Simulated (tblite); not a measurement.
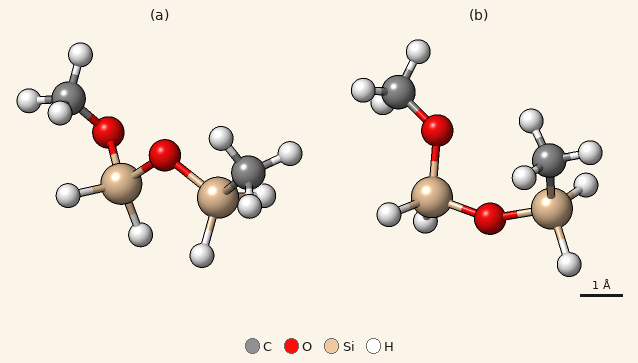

The structure of C$_{2}$H$_{10}$O$_{2}$Si$_{2}$ before (left) and after (right) a relaxation, at one scale.

The picture is a ball-and-stick view, seen from a free direction.

The calculation used GFN2-xTB geometry optimisation, gas phase (tblite). 

Question: Summarise the run.

Answer: An O atom moves most after the best rigid fit: 1.58 Å. Largest moves by element: O 1.58 Å, H 1.30 Å, C 0.61 Å, Si 0.48 Å. Near-neighbour distances that change, for instance: O–Si 1.744 → 1.620 Å, O–Si 1.701 → 1.608 Å, C–H 1.122 → 1.093 Å, C–Si 1.870 → 1.896 Å. Among the angles between lasting bonds that change: Si–O–Si 113.4° → 152.5°, C–O–Si 104.9° → 128.5°, O–Si–H 113.9° → 102.3°. Groups turn about O–Si by about 145°, O–Si by about 135°, O–Si by about 95°. After 127 geometry steps the energy has fallen by 30.5 kcal/mol.
